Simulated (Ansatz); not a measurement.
System: H4OSi.

Input file:

```
crystal:
  periodic: [false, false, false]
  atoms:
    - { symbol: Si, position_ang: [0.0, 0.0, 0.0] }
    - { symbol: O, position_ang: [0.0, 0.0, 1.68] }
    - { symbol: H, position_ang: [-0.9095, -0.2814, 2.0171] }
    - { symbol: H, position_ang: [1.3768, 0.0, -0.4862] }
    - { symbol: H, position_ang: [-0.6877, 1.1914, -0.4862] }
    - { symbol: H, position_ang: [-0.6877, -1.1914, -0.4862] }
basis:
  gaussian: { orbitals: def2-SVP }
hamiltonian:
  xc: b3lyp
relax:
  f_tol: 0.02
  max_steps: 40
output:
  orbitals: {}
```

Command:

```sh
ansatz run input.yaml --threads 1 --pin off --max-ram 2048MiB --backend cpu --events-out ev --progress --plain --runs-dir out
```

The fields are those of the run's last geometry, not of the input's.

Theory: RKS B3LYP/def2-SVP (Ansatz 0.2.0).

Predict the electron density and electron localisation function between the atoms.

Si–O (1.67 Å): ρ at the midpoint is about 1.1 e/Å³; the ELF peaks at about 0.85 between the atoms, as expected for a shared but strongly polarised pair.
O–H (0.96 Å): ρ is about 3.6 e/Å³ halfway; the ELF climbs to about 1 towards the hydrogen, as it does in any bond to H; an ordinary covalent bond to hydrogen.
Si–H (1.49 Å): ρ at the midpoint is about 0.77 e/Å³; the ELF climbs to about 1 towards the hydrogen.

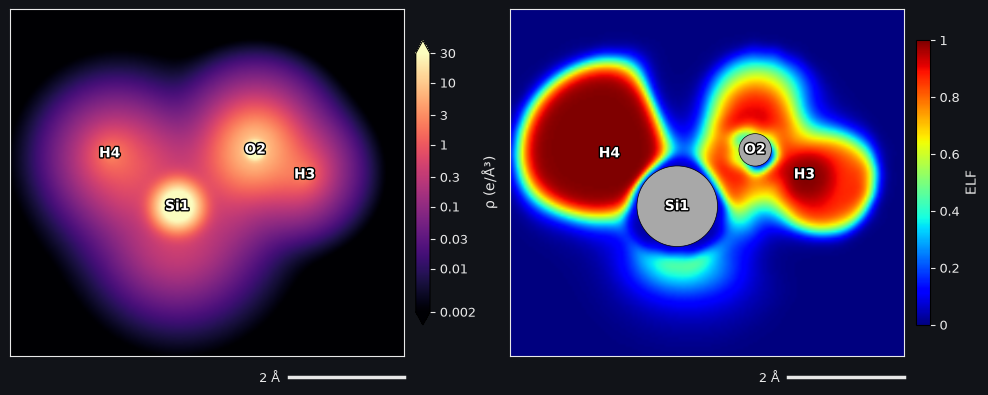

Computed electron density and electron localisation function on the plane of atoms Si1, O2 and H3, in this order. Grey discs cover the atomic cores in the ELF map. 
